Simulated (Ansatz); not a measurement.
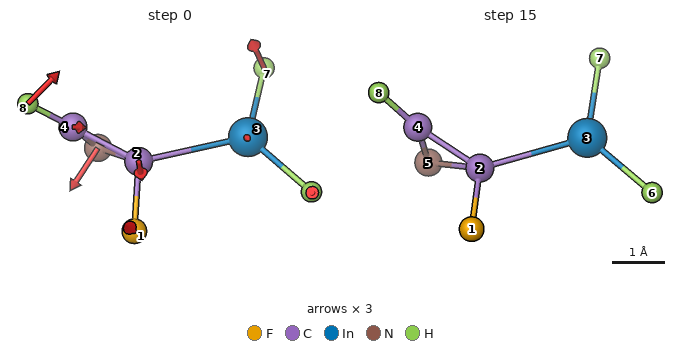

The structure of C2H3FInN before (left) and after (right) a relaxation, at one scale. The red arrows give the displacements, magnified 3 times.

Style: ball-and-stick. Shown at a tilt.

The start comes from GFN2-xTB.

The calculation used Ansatz 0.2.0, RKS PBE0-D4/def2-TZVP.

Input
```yaml
crystal:
  periodic: [false, false, false]
  atoms:
    - {symbol: F, position_ang: [0.227340, -1.392030, -1.211550]}
    - {symbol: C, position_ang: [-0.284650, -0.433370, -0.317760]}
    - {symbol: In, position_ang: [1.371750, 0.318190, 0.890500]}
    - {symbol: C, position_ang: [-1.680110, -0.127810, -0.487620]}
    - {symbol: N, position_ang: [-0.935490, 0.722740, -1.032420]}
    - {symbol: H, position_ang: [2.861190, -0.547290, 0.925560]}
    - {symbol: H, position_ang: [1.141810, 1.870850, 1.606950]}
    - {symbol: H, position_ang: [-2.701830, -0.411270, -0.373670]}
basis:
  gaussian: {orbitals: def2-TZVP}
hamiltonian: {xc: pbe0, dispersion: d4}
relax: {f_tol: 0.005, max_steps: 150}
```

Launched with:
```bash
ansatz run in.yaml --threads 4 --pin off --events-out ev --progress --plain --max-ram 10444MiB
```

### What changed between the two?

After 13 accepted moves (15 points after the start) the energy has fallen by 3.28 kcal/mol. The largest force component goes from 1.3 to 0.0031 eV/Å. The line search rejected the trial steps at points 7, 9 of the run. The largest moves after the best rigid fit, 0.34 Å, are those of N5 and H7. By element the largest moves are N 0.34 Å, H 0.33 Å, F 0.19 Å, C 0.19 Å, In 0.05 Å. Some distances before and after: C2–In3 2.184 → 2.164 Å, F1–C2 1.407 → 1.388 Å, C4–H8 1.066 → 1.083 Å, In3–H6 1.723 → 1.715 Å. Among the angles between lasting bonds that change: In3–C2–N5 109.0° → 121.1°, In3–C2–C4 136.7° → 129.8°, F1–C2–In3 108.1° → 113.6°.
